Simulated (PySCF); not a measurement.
SMILES [CH2]CCCCC (C6H13), doublet at its GFN2-xTB optimised geometry (Å):

```
19

C     -1.7525     2.5787     0.2990
C     -1.3383     1.1710     0.2132
C      0.1912     1.0363     0.0000
C      0.6689    -0.4144     0.0000
C      0.1831    -1.2199    -1.2030
C      0.7884    -2.6186    -1.2210
H     -1.8738     3.1621    -0.5934
H     -1.7628     3.0905     1.2417
H     -1.5965     0.6411     1.1333
H     -1.8390     0.6851    -0.6276
H      0.4593     1.5124    -0.9451
H      0.6969     1.5781     0.8022
H      0.3408    -0.9046     0.9198
H      1.7625    -0.4144     0.0000
H      0.4560    -0.6951    -2.1215
H     -0.9046    -1.3046    -1.1771
H      0.4290    -3.1810    -2.0797
H      0.5189    -3.1621    -0.3179
H      1.8738    -2.5653    -1.2758
```

Calculation: unrestricted PBE0/def2-SVP in PySCF. Cells within 0.4 Å of a nucleus heavier than hydrogen are left out (blank, or x).

Map of the log10 of the electron density (e/bohr³), floored at −4 on the plane z = 0.0 Å:

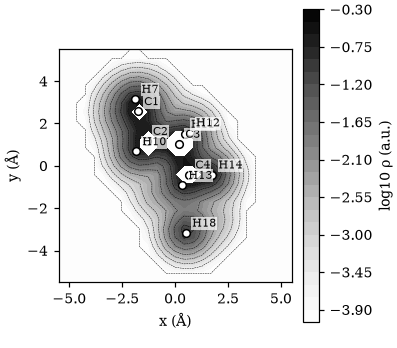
Fig. 1. Log10 of the electron density (e/bohr³), floored at −4 on the plane z = 0.0 Å.
